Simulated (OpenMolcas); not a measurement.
# Rh³⁺ among point charges: CASSCF and CASPT2 levels and susceptibility

How does a field of 5 point charges split the states of Rh³⁺, and what χT follows?

The numbers are computed with OpenMolcas 26.06 (state-averaged CASSCF and CASPT2, spin-orbit coupling by RASSI with atomic mean-field integrals), except any that are marked as measured or tabulated.

### 1 The atom as given

| Item | Value |
| --- | --- |
| Species | Rh³⁺ (rhodium, Z = 45, 42 electrons) |
| Basis | ANO-RCC-VDZP [6s5p3d1f], 43 functions |
| Scalar Hamiltonian | DKH2, point nucleus |
| Inactive shells | 1s 2s 2p 3s 3p 3d 4s 4p |
| Active space | 6 electrons in 5 orbitals (4d) |
| Some configurations of this space | 4d⁶ |
| Orbitals | optimised for each spin and parity, averaged over all roots |

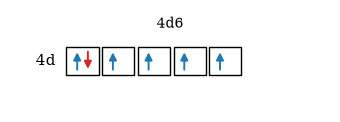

Outer shells as boxes.

The ion sits among 5 point charges of -2 e arranged as a square pyramid (C4v), 1.89 Å from the ion, with the axial distance 2.079 Å.

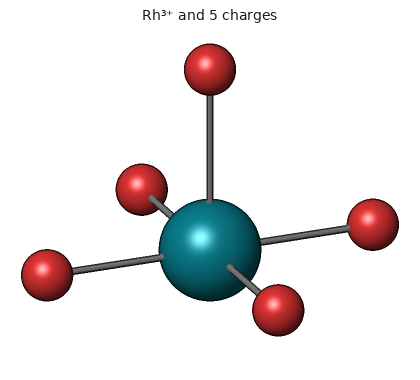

The ion and the point charges (red).

The work runs as a chain of OpenMolcas steps in one folder; each step below is one input file. Labels, J, g values, rates, χT and fits are worked out afterwards by a script from the matrices that RASSI stores.

### 2 Basis and integrals

Input file a.inp:

```
&GATEWAY
Coord
1

Rh 0.0 0.0 0.0
Basis=ANO-RCC-VDZP
Group=NoSym
NoMove
AngMom=0.0 0.0 0.0
AMFI
XField
5 Angstrom 0
1.890000 0.000000 0.000000 -2.000000
0.000000 1.890000 0.000000 -2.000000
-1.890000 0.000000 0.000000 -2.000000
0.000000 -1.890000 0.000000 -2.000000
0.000000 0.000000 2.079000 -2.000000
&SEWARD
```

Run with:

```sh
$ OMP_NUM_THREADS=1 MOLCAS_MEM=1689 MOLCAS_PROJECT=a pymolcas a.inp > a.log
```

### 3 Reference wave functions, quintets, 5 roots

Input file a.inp:

```
&RASSCF
FileOrb=start.orb
Symmetry=1
Spin=5
nActEl=6 0 0
Inactive=18
Ras2=5
CIRoot=5 5 1
SDav=5
CIMx=300
Iter=120 100
PrWF=0.3
OrbListing=Nothing
MaxOrb=0
>>> COPY $Project.JobIph JOB001
```

start.orb holds the contracted functions of the basis, ordered by shell, or the orbitals of the step before.

### 4 Reference wave functions, triplets, 45 roots

Input file a.inp:

```
&RASSCF
FileOrb=start.orb
Symmetry=1
Spin=3
nActEl=6 0 0
Inactive=18
Ras2=5
CIRoot=45 45 1
SDav=45
CIMx=300
Iter=120 100
PrWF=0.3
OrbListing=Nothing
MaxOrb=0
>>> COPY $Project.JobIph JOB002
```

### 5 Reference wave functions, singlets, 50 roots

Input file a.inp:

```
&RASSCF
FileOrb=start.orb
Symmetry=1
Spin=1
nActEl=6 0 0
Inactive=18
Ras2=5
CIRoot=50 50 1
SDav=50
CIMx=300
Iter=120 100
PrWF=0.3
OrbListing=Nothing
MaxOrb=0
>>> COPY $Project.JobIph JOB003
```

### 6 State interaction with spin-orbit coupling

Input file a.inp:

```
&RASSI
NrOfJobIphs=3 5 45 50
1 2 3 4 5
1 2 3 4 5 6 7 8 9 10 11 12 13 14 15 16 17 18 19 20 21 22 23 24 25 26 27
28 29 30 31 32 33 34 35 36 37 38 39 40 41 42 43 44 45
1 2 3 4 5 6 7 8 9 10 11 12 13 14 15 16 17 18 19 20 21 22 23 24 25 26 27
28 29 30 31 32 33 34 35 36 37 38 39 40 41 42 43 44 45 46 47 48 49 50
IphNames
JOB001
JOB002
JOB003
EJob
SpinOrbit
DIPRint=1.0
SOCoupling=1000.0
Subsets=2
Property=9
'ANGMOM' 1 'ANGMOM' 2 'ANGMOM' 3 'MLTPL  1' 1 'MLTPL  1' 2 'MLTPL  1' 3
'AMFI' 1 'AMFI' 2 'AMFI' 3
SOProperty=3
'ANGMOM' 1 'ANGMOM' 2 'ANGMOM' 3
```

### 7 CASPT2: IPEA 0.25, imaginary shift 0.1 (closed shells correlated: 4s 4p)

Input file a.inp:

```
>>> COPY JOB001 $Project.JobIph
&CASPT2
Multistate=5 1 2 3 4 5
NoMult
Frozen=14
IPEA=0.25
Imaginary=0.1
MaxIter=60
WThr=0.0 0.3 0.05
PrWF=0.5
NoMix
>>> COPY JOB002 $Project.JobIph
&CASPT2
Multistate=45 1 2 3 4 5 6 7 8 9 10 11 12 13 14 15 16 17 18 19 20 21 22
23 24 25 26 27 28 29 30 31 32 33 34 35 36 37 38 39 40 41 42 43 44 45
NoMult
Frozen=14
IPEA=0.25
Imaginary=0.1
MaxIter=60
WThr=0.0 0.3 0.05
PrWF=0.5
NoMix
>>> COPY JOB003 $Project.JobIph
&CASPT2
Multistate=50 1 2 3 4 5 6 7 8 9 10 11 12 13 14 15 16 17 18 19 20 21 22
23 24 25 26 27 28 29 30 31 32 33 34 35 36 37 38 39 40 41 42 43 44 45 46
47 48 49 50
NoMult
Frozen=14
IPEA=0.25
Imaginary=0.1
MaxIter=60
WThr=0.0 0.3 0.05
PrWF=0.5
NoMix
```

(Steps that only read results are left out.)

**Question.** What will these runs give? Wanted: spin-free ground state; first state of the same spin within the active space; lowest level; next level.

As calculated:

```
                                            quantity                                                                        value
                                              method  SS-CASPT2, IPEA 0.25, imaginary shift 0.1 (closed shells correlated: 4s 4p)
                              spin-free ground state                                          quintet, 1-fold in its orbital part
first state of the same spin within the active space                                                         quintet at 7550 cm⁻¹
                                        lowest level                                                                       1-fold
                                          next level                                                                    93.4 cm⁻¹
                                         χT at 300 K                                                               3.46 cm³ K/mol
                           effective moment at 300 K                                                                      5.26 μB
```

Cost by method:

| method | time of its own steps | time with the reference |
| --- | --- | --- |
| A. CASSCF | 28 s | 28 s |
| B. SS-CASPT2, IPEA 0.25, imaginary shift 0.1, +4s 4p | 11 s | 39 s |

Times are of one thread on a shared host.

What this shows: The spin-free ground state (quintet) comes to 100 % from free-ion D terms and keeps the highest spin of the shell. χT at 300 K is 3.46, against 3.01 cm³ K/mol for the spin alone, so orbital moment adds to it. An active space of the d shell alone favours high spin; real ions in strong fields can be low spin. The field of point charges can differ much from that of real complexes. With metal d orbitals alone active, the gaps between spin states are rough; where two lie within a few thousand cm-1, their order is open. Point charges carry no covalency, so the field is a model and not that of real ligands.
